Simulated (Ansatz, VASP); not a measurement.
**Cross-check of WC (Qusongite) between VASP and Ansatz**

Aim: how closely do two programs agree when they are given the same cell, functional and k mesh?

Program: Ansatz 0.2.0. Level of theory: plane waves, with VASP 6.6.1 beside it; relaxation of cell and atoms at PBEsol. Results are calculated unless marked as measured.

### 1. Set-up

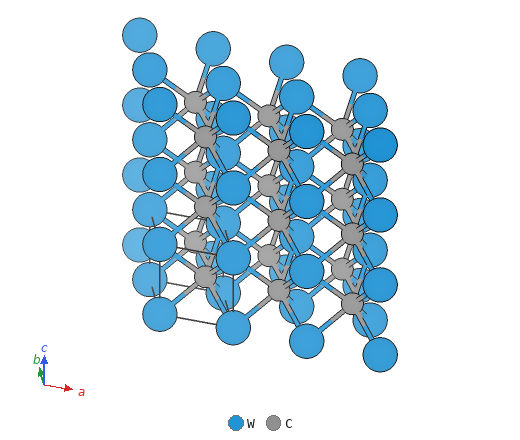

Start, viewed from a free direction; tungsten blue, carbon grey. 3×2×3 cells are drawn. Bonds to atoms that aren't drawn are left out. Some periodic images of atoms are drawn too.

As a file:

```cif
data_structure
_symmetry_space_group_name_H-M 'P-6m2'
_symmetry_Int_Tables_number 187
_cell_length_a 2.8966
_cell_length_b 2.8966
_cell_length_c 2.8286
_cell_angle_alpha 90.000
_cell_angle_beta 90.000
_cell_angle_gamma 120.000
_cell_volume 20.55
loop_
_atom_site_label
_atom_site_type_symbol
_atom_site_symmetry_multiplicity
_atom_site_Wyckoff_symbol
_atom_site_fract_x
_atom_site_fract_y
_atom_site_fract_z
_atom_site_occupancy
W1 W 1 a 0.00000 0.00000 0.00000 1
C1 C 1 f 0.66667 0.33333 0.50000 1
```

### 2. Ansatz: relaxation of cell and atoms, PBEsol

Ansatz runs on its default PAW (the set named soft_2) files.

The relaxed volume is the usual yardstick between codes: its relative difference is about their pressure difference at one cell divided by the bulk modulus.

The input, input.yaml:

```yaml
crystal:
  lattice:
    - [2.8965831584, 0.0, 0.0]
    - [-1.4482915792, 2.5085145993, 0.0]
    - [0.0, 0.0, 2.8286000544]
  atoms:
    - { symbol: W, position: [0.0, 0.0, 0.0] }
    - { symbol: C, position: [0.6666666667, 0.3333333333, 0.5] }
hamiltonian:
  xc: pbesol
  pseudopotentials: { kind: paw }
kpoints:
  mp_grid: { grid: [18, 18, 16] }
scf:
  occupations: { method: methfessel_paxton, width: 0.15 }
relax:
  f_tol: 0.01
  max_steps: 60
  cell: { stress_tol: 0.05 }
output:
  forces: true
  stress: true
  write_density: true
  write_potential: true
  elf: true
  volumetric_format: npy
```

Launch:

```
> ansatz run input.yaml --threads 4 --pin off --max-ram 9216MiB --backend cpu --events-out ev --progress --plain --runs-dir out
```

Numbers of over 12 decimals in the logs are rounded to 6 here.

Log:

```text
Engine: ansatz 0.2.0, aarch64-unknown-linux-gnu
Pseudopotentials: kind: paw
Pseudopotential: W, paw, valence charge 14, recommended cutoff 420 eV (normal), W.paw.azcp
Pseudopotential: C, paw, valence charge 4, recommended cutoff 420 eV (normal), C.paw.azcp
Functional definition: PBEsol
  exchange = pbesol_x
  correlation = pbesol_c
Crystal: 2 atoms, lattice volume = 20.553 Å³
Basis set: ecut = 420 eV, 405 PW (Γ), exchange–correlation on 40×40×40 points (8 copies of the dense FFT grid, shifted against one another)
Bands: 13, of which v1, the nominal top of the filled ones, is band 9 counted from 1 (8 counted from 0)
Symmetry: 12 space group operations
Space group: P-6m2 (ITA 187), of the structure as read, at distance tolerance 2.7e-5 Å
k-points: 333 of 5184 (time reversal used)
Non-local potential: W, projectors of the file, l = 0: 3, l = 1: 2, l = 2: 2, l = 3: 1
Non-local potential: C, projectors of the file, l = 0: 2, l = 1: 2, l = 2: 1
PAW form: soft (Blöchl's): semilocal exchange-correlation on the pseudo side does not see the compensation charge
PAW frozen core: W, regenerated for the run's functional, and the local potential with it (the file was generated under x = pbe(κ = 0.804, μ = 0.219515), c = pbe(β = 0.066725))
PAW frozen core: C, regenerated for the run's functional, and the local potential with it (the file was generated under x = pbe(κ = 0.804, μ = 0.219515), c = pbe(β = 0.066725))
PAW one-centre angular grid: W, 590 points (default); XC on 64 Gauss nodes
PAW one-centre angular grid: C, 110 points (default); XC on 64 Gauss nodes
Initial density: superposition of atomic densities (neutral atoms: chi_scale 0, normalization atom), corrected by the library's trained network
Initial wavefunctions: pseudopotential atomic-orbital guess
Functional: x = pbesol(κ = 0.804, μ = 0.123457), c = pbesol(β = 0.046)
SCF iter   1: F=—  HF=-10503.733237 eV  |F-HF|=—  |Δ(HF+E_count)|=         —  Δρ=1.22e-2  dr2=2.54e-2  ethr=1.77e-3  ⟨swp⟩=5.1  Hψ=21059  notcnv=0
preconditioner: auto → none  [metal: Δε(μ)=0.045 eV  Ē_g=10.167 eV  σ=0.150 eV  W_gap=0.25  n_scr=8 (ndim 8)  ℏωp=25.9 eV  f_vac=0.000  D(μ)=0.33/eV (n_scr^D=0)  sad-step TF]
SCF iter   2: F=—  HF=-10503.731623 eV  |F-HF|=—  |Δ(HF+E_count)|=   1.61e-3  S|Δr|=    0.00e0  Δρ=7.74e-3  dr2=1.20e-2  ethr=1.41e-4  ⟨swp⟩=1.0  Hψ=6993  notcnv=0
SCF iter   3: F=—  HF=-10503.729497 eV  |F-HF|=—  |Δ(HF+E_count)|=   2.13e-3  S|Δr|=    0.00e0  Δρ=8.48e-4  dr2=8.33e-5  ethr=6.65e-5  ⟨swp⟩=2.2  Hψ=5678  notcnv=0
SCF iter   4: F=—  HF=-10503.729458 eV  |F-HF|=—  |Δ(HF+E_count)|=   3.93e-5  S|Δr|=    0.00e0  Δρ=2.23e-4  dr2=4.45e-6  ethr=4.63e-7  ⟨swp⟩=2.2  Hψ=6877  notcnv=0
SCF iter   5: F=—  HF=-10503.729459 eV  |F-HF|=—  |Δ(HF+E_count)|=   5.83e-7  S|Δr|=    0.00e0  Δρ=3.62e-5  dr2=1.52e-7  ethr=2.47e-8  ⟨swp⟩=2.0  Hψ=5809  notcnv=0
SCF iter   6: F=-10503.729459 eV  HF=-10503.729459 eV  |F-HF|=3.45e-9  |Δ(HF+E_count)|=   1.01e-8  S|Δr|=    0.00e0  Δρ=5.68e-6  dr2=5.32e-9  ethr=5.56e-10  ⟨swp⟩=8.3  Hψ=23839  notcnv=0
SCF 1 converged in 6 iterations: F = -10503.729459 eV  dr2 = 5.32e-9
  greatest PAW one-centre occupation: 1.000 electrons in one spin orbital (limit 2), on the W atom at site 0 (counted from 0), in its partial waves of l = 0
relax step   1: F+E_penalty+E_count = -10503.72945875 eV  Δ(F+E_penalty+E_count) = +0.000e0 eV  max|allowed force component| = 1.388e-16 eV/Å  Δτ_max = 0.0000 Å  P = +0.357 GPa  Ω = 20.553 Å³  (6 SCF iters, dr2 threshold 1.00e-7 eV, accepted)
[...]
relax step   2: F+E_penalty+E_count = -10503.72929525 eV  Δ(F+E_penalty+E_count) = +1.635e-4 eV  max|allowed force component| = 9.252e-17 eV/Å  Δτ_max = 0.0000 Å  P = -0.288 GPa  Ω = 20.591 Å³  energy of the carried Pulay correction = -7.244e-5 eV  (3 SCF iters, dr2 threshold 2.00e-7 eV, rejected (line search))
[...]
relax step   3: F+E_penalty+E_count = -10503.72946190 eV  Δ(F+E_penalty+E_count) = -3.148e-6 eV  max|allowed force component| = 1.758e-16 eV/Å  Δτ_max = 0.0000 Å  P = +0.027 GPa  Ω = 20.571 Å³  energy of the carried Pulay correction = -3.446e-5 eV  (5 SCF iters, accepted)
[...]
relax step   4: F+E_penalty+E_count = -10503.72949122 eV  Δ(F+E_penalty+E_count) = -2.932e-5 eV  max|allowed force component| = 1.758e-16 eV/Å  Δτ_max = 0.0000 Å  P = +0.029 GPa  Ω = 20.571 Å³  stress off target by 4.80e-2 GPa  SCF on the basis re-selected at this cell (its energy is not comparable with the rows above)  (3 SCF iters)
basis re-selected at this cell: Δ(F+E_penalty+E_count) = -2.932e-5 eV, ΔP = +0.002 GPa vs the last step (what re-selecting the basis moved, of the pressure what is left beyond the Pulay correction that the steps carried, after the strain that the cell walked since its last selection, with what the two solves' SCF thresholds leave and, on support functions, any second-order correction that the steps lacked; it is no m [...]
SCF converged after 3 iterations
Stability not checked: this state was not tested for a lower state beside it, because cold or Methfessel-Paxton smearing, or corrected tetrahedra, fill the levels in a way that the test cannot read (fill_not_monotonic; see scf.lower_state_search)
Free energy (F): -10503.729491 eV
Harris-Foulkes:  -10503.729491 eV  (|F-HF|=1.09e-11)
Internal energy: -10503.729600 eV  (E = F + TS)
E sigma→0 (E₀):  -10503.729518 eV
Entropy (-TS):   0.000109 eV (0.054 meV/atom)
Fermi energy:    20.647650 eV
--- Per-component energies (eV) ---
  E_band       = -57.133057
  E_kinetic    = 542.300497
  E_local      = -660.711303  (includes V_loc(G=0)·N_el)
  E_nonlocal   = 28.142417
  E_hartree    = 233.372560
  E_xc         = -314.676302
  E_vxc        = -300.236612  (∫ρ·V_xc dr)
  E_paw        = -8530.883453  (= ΣΔE_a)
  E_vpaw       = -133.373106  (= ΣTr[D̂ρ^β])
  E_aug_tail   = -0.000064  (compensation charges beyond the density's cutoff)
  E_ewald      = -1801.516843
  E_core_change = 0.242893  (= ΣΔE_core)
  E_smearing   = 0.000109  (= −TS)
  E_closure    = -0.000000  (closes the sum)
  Σ components = -10503.729491   (vs F -10503.729491, Δ=0.00e0)
--- Forces (eV/Å), atoms counted from 1 ---
  atom   1  W      0.00000000    -0.00000000     0.00000000
  atom   2  C      0.00000000    -0.00000000     0.00000000
  max |Σ_I F_I| component: 3.89e-16 eV/Å
--- Stress (GPa, compression-positive) ---
        0.019568       0.000000      -0.000000
        0.000000       0.019568      -0.000000
       -0.000000      -0.000000       0.048001
  P = ⅓ Tr σ = 0.0290 GPa (0.290 kbar)
--- Band table (eV; the first three rows and the last of 333) ---
  k-point 0: bands = [... 5 lower, 16.2630, 17.2685, 17.2685, 20.7625, 23.9058, 23.9058, 26.3342, 26.3342]
  k-point 1: bands = [... 5 lower, 16.2215, 17.3127, 17.3127, 20.7424, 23.5507, 23.5507, 26.5542, 26.5542]
  k-point 2: bands = [... 5 lower, 16.0467, 17.4419, 17.4419, 20.7723, 22.8036, 22.8036, 26.8682, 26.8682]
  k-point 332: bands = [... 5 lower, 13.3315, 15.2125, 19.0648, 19.9853, 25.1022, 27.1524, 28.3495, 29.8360]
--- Relaxed structure (3 steps of the walk, 2 accepted, 1 SCFs on fresh bases) ---
  F+E_penalty+E_count = -10503.72949122 eV   max|allowed force component| = 1.758e-16 eV/Å   (the final SCF, on the basis selected at the relaxed cell)
  cell:  # Å, volume = 20.5711 Å³
    - [2.898198, 0.0, 0.0]
    - [-1.449099, 2.509913, 0.0]
    - [0.0, 0.0, 2.827944]
  atoms:
    - { symbol: W, position: [-3.700743415524894e-17, 0, 0.0] }
    - { symbol: C, position: [0.666667, 0.333333, 0.500000] }
```

Wall time 8.3 s (4 threads of Arm Neoverse V1, shared host); peak memory 0.43 GiB.

### 3. VASP: relaxation of cell and atoms, PBEsol

The same cell, functional, mesh and smearing now go to VASP, with its own data sets and cutoff.

Lines of VASP's logs that name or quote its potential files are left out, and so is its time.

The input, INCAR:

```
SYSTEM = WC
PREC = Accurate
ENCUT = 520
EDIFF = 1E-07
NELM = 100
ISMEAR = 1
SIGMA = 0.15
LREAL = .FALSE.
ALGO = Normal
GGA = PS
NBANDS = 11
LASPH = .TRUE.
LORBIT = 11
LWAVE = .FALSE.
LCHARG = .FALSE.
KPAR = 4
IBRION = 2
NSW = 50
ISIF = 3
EDIFFG = -0.005
```

The input, POSCAR:

```
WC
1.0
    2.8965831584      0.0000000000      0.0000000000
   -1.4482915792      2.5085145993      0.0000000000
    0.0000000000      0.0000000000      2.8286000544
W C
1 1
Direct
    0.0000000000      0.0000000000      0.0000000000
    0.6666666667      0.3333333333      0.5000000000
```

The input, KPOINTS:

```
Automatic mesh
0
Gamma
18 18 16
0 0 0
```

Potentials, in the order of the species: W and C (PBE family, release 64).

Launch:

```
> mpirun -np 4 vasp_std
```

Log:

```text
[banner, memory and clock lines left out]
running    4 mpi-ranks, on    1 nodes
 distrk:  each k-point on    1 cores,    4 groups
 distr:  one band on    1 cores,    1 groups

 POSCAR found type information on POSCAR W C
 POSCAR found :  2 types and       2 ions
|                                                                             |
|               ----> ADVICE to this user running VASP <----                  |
|                                                                             |
|     You enforced a specific xc type in the INCAR file but a different       |
|     [... a line on the potential file left out ...]
|     I HOPE YOU KNOW WHAT YOU ARE DOING!                                     |
|                                                                             |

 LDA part: xc-table for (Slater+PW92), standard interpolation
 POSCAR, INCAR and KPOINTS ok, starting setup
 FFT: planning ... GRIDC
 FFT: planning ... GRID_SOFT
 FFT: planning ... GRID
 WAVECAR not read
 entering main loop
       N       E                     dE             d eps       ncg     rms          rms(c)
DAV:   1     0.220857002542E+02    0.22086E+02   -0.49930E+03  7326   0.819E+02
DAV:   2    -0.251063376688E+02   -0.47192E+02   -0.44956E+02  8493   0.201E+02
DAV:   3    -0.269447109319E+02   -0.18384E+01   -0.18197E+01  9182   0.332E+01
DAV:   4    -0.269558588904E+02   -0.11148E-01   -0.11145E-01  7965   0.302E+00
DAV:   5    -0.269559056940E+02   -0.46804E-04   -0.46803E-04  9037   0.193E-01    0.352E+01
DAV:   6    -0.241060398274E+02    0.28499E+01   -0.12577E+01  8686   0.217E+01    0.118E+01
DAV:   7    -0.240279138686E+02    0.78126E-01   -0.60798E-01  7521   0.621E+00    0.847E+00
DAV:   8    -0.239868090458E+02    0.41105E-01   -0.10417E-01  8057   0.238E+00    0.203E+00
DAV:   9    -0.239812642573E+02    0.55448E-02   -0.14589E-02  7932   0.774E-01    0.153E-01
DAV:  10    -0.239811831658E+02    0.81091E-04   -0.84183E-04  8515   0.253E-01    0.183E-01
DAV:  11    -0.239811711061E+02    0.12060E-04   -0.72454E-05  8609   0.602E-02    0.691E-03
DAV:  12    -0.239811687083E+02    0.23978E-05   -0.36995E-06  8286   0.128E-02    0.123E-02
DAV:  13    -0.239811687596E+02   -0.51324E-07   -0.33637E-07  7915   0.541E-03
   1 F= -.23981169E+02 E0= -.23981184E+02  d E =-.239812E+02
 curvature:   0.00 expect dE= 0.000E+00 dE for cont linesearch  0.000E+00
 trial: gam= 0.00000 g(F)=  0.264E-48 g(S)=  0.570E-08 ort = 0.000E+00 (trialstep = 0.100E+01)
 search vector abs. value=  0.580E-08
 reached required accuracy - stopping structural energy minimisation
```

OUTCAR, selected parts (step 3):

```text
ion  position               nearest neighbor table
   1  0.000  0.000  0.000-   2 2.19   2 2.19   2 2.19   2 2.19   2 2.19   2 2.19
   2  0.667  0.333  0.500-   1 2.19   1 2.19   1 2.19   1 2.19   1 2.19   1 2.19

  LATTYP: Found a hexagonal cell.
 ALAT       =     2.8965831584
 C/A-ratio  =     0.9765298974

 Subroutine GETGRP returns: Found 12 space group operations
 (whereof 12 operations were pure point group operations)

The static configuration has the point symmetry D_3h.

 Found    333 irreducible k-points:

   k-points           NKPTS =    333   k-points in BZ     NKDIM =    333   number of bands    NBANDS=     11

   dimension x,y,z NGX =    24 NGY =   24 NGZ =   24
   dimension x,y,z NGXF=    48 NGYF=   48 NGZF=   48

   ENCUT  =  520.0 eV  38.22 Ry    6.18 a.u.   5.39  5.39  5.26*2*pi/ulx,y,z

   NELECT =      10.0000    total number of electrons

 k-points in reciprocal lattice and weights: Automatic mesh
   0.00000000  0.00000000  0.00000000       0.000
   0.05555556  0.00000000  0.00000000       0.001
   0.11111111  0.00000000  0.00000000       0.001
   0.16666667  0.00000000  0.00000000       0.001
   0.22222222  0.00000000  0.00000000       0.001
   0.27777778  0.00000000  0.00000000       0.001
   0.33333333  0.00000000  0.00000000       0.001
   0.38888889  0.00000000  0.00000000       0.001
   0.44444444  0.00000000  0.00000000       0.001
[...]
0.33333333  0.27777778  0.50000000       0.002
   0.33333333  0.33333333  0.50000000       0.000

 average (electrostatic) potential at core
       1 -36.9265       2 -46.1829

 E-fermi :   8.2809

 k-point     1 :       0.0000    0.0000    0.0000
  band No.  band energies     occupation
      1      -6.2111      2.00000
      2       3.8927      2.00000
      3       4.9164      2.00000
      4       4.9164      2.00000
      5       8.4422     -0.06257
      6      11.5131      0.00000
      7      11.5131      0.00000
      8      14.0186      0.00000
      9      14.0186      0.00000
    ...

 k-point     2 :       0.0556    0.0000    0.0000
  band No.  band energies     occupation
      1      -6.1319      2.00000
      2       3.9239      2.00000
      3       4.7962      2.00000
      4       4.9945      2.00000
      5       8.1715      1.93961
      6      11.4830      0.00000
      7      11.8113      0.00000
      8      13.8446      0.00000
      9      13.9591      0.00000
     10      15.1686      0.00000
    ...

 k-point     3 :       0.1111    0.0000    0.0000
  band No.  band energies     occupation
      1      -5.8995      2.00000
      2       3.9043      2.00000
      3       4.5895      2.00000
      4       5.2229      2.00000
      5       7.5712      2.00000
      6      11.3975      0.00000
      7      12.4835      0.00000
      8      13.3921      0.00000
      9      13.7971      0.00000
     10      15.8310      0.00000
    ...

  Total        0.0002579      0.0002579      0.0003215      0.0000000     -0.0000000     -0.0000000
  in kB        0.0201041      0.0201041      0.0250656      0.0000000     -0.0000000     -0.0000000
  external PRESSURE =       0.0217580 kB  Pullay stress =       0.0000000 kB

  energy-cutoff  :      520.00
  volume of cell :       20.55
      direct lattice vectors                 reciprocal lattice vectors
     2.896583158  0.000000000  0.000000000     0.345234349  0.199321144  0.000000000
    -1.448291579  2.508514599  0.000000000     0.000000000  0.398642288  0.000000000
     0.000000000  0.000000000  2.828600054     0.000000000  0.000000000  0.353531776

 POSITION                                       TOTAL-FORCE (eV/Angst)
 -----------------------------------------------------------------------------------
      0.00000      0.00000      0.00000         0.000000      0.000000      0.000000
      1.44829      0.83617      1.41430         0.000000     -0.000000      0.000000
 -----------------------------------------------------------------------------------
    total drift:                               -0.000000      0.000000      0.000000

  FREE ENERGIE OF THE ION-ELECTRON SYSTEM (eV)
  ---------------------------------------------------
  free  energy   TOTEN  =       -23.9811687596 eV

  energy  without entropy=      -23.9812155827  energy(sigma->0) =      -23.98118437

 reached required accuracy - stopping structural energy minimisation

 total charge
# of ion       s       p       d       tot
------------------------------------------
    1        0.629   0.896   4.412   5.937
    2        0.850   1.566   0.000   2.416
--------------------------------------------------
tot          1.479   2.463   4.412   8.353

[... 3 further parts left out ...]
```

CONTCAR:

```
WC
   1.00000000000000
     2.8965831583999999    0.0000000000000000    0.0000000000000000
    -1.4482915792000000    2.5085145993000002    0.0000000000000000
     0.0000000000000000    0.0000000000000000    2.8286000543999998
  W               C
     1     1
Direct
     0.0000000000000000    0.0000000000000000    0.0000000000000000
     0.6666666667000030    0.3333333332999970    0.5000000000000000
```

### 4. Side by side

Known differences besides the PAW data sets themselves: both relaxations stop at a tolerance, which leaves soft axes loose, and VASP keeps its plane-wave basis; the data sets hold 18 valence electrons in Ansatz (default PAW (the set named soft_2) files) and 10 in VASP; the cutoff is 420 eV in Ansatz and 520 eV in VASP; Ansatz makes its cores anew for this functional, VASP keeps those of its PBE data sets; Ansatz adds a Pulay correction to the stress that steers its cell, VASP none. Total energies have different zeros and are not compared.

Compared:

```csv
quantity,Ansatz,VASP,difference
volume (Å³),20.57,20.55,+0.09 %
"edge a after relaxation, in the typed setting (Å)",2.898,2.897,+0.06 %
"edge c after relaxation, in the typed setting (Å)",2.828,2.829,-0.02 %
```

The walks stopped with 0.03 GPa left in Ansatz and 0.00 GPa in VASP; each walk ends within a tolerance, so the volume difference is uncertain by about these residues over the bulk modulus, most in soft cells.

### 5. Outcome

* difference in volume (relaxation of cell and atoms, PBEsol): 0.088 %

**Reading.** The difference in volume is 0.088 % (relaxation of cell and atoms, PBEsol), within the 1.2 % picked in this series as the mark of a large difference, as far as the stopping tolerances let one tell. Differences of this kind measure data sets and numerical settings, not the functional's error against experiment.

[Lines on the potential files, build, host, timing and source positions are cut from VASP's logs without a mark.]

[Logs are printed without paths, hosts, clocks, repeated set-up lines and the standing remarks that a program may print on its own settings, such as how far it seeks lower states.]

[Hosts, paths, dates, database ids (printed as entryN), source tags and the programs' standing remarks are cut or masked in the printed files.]
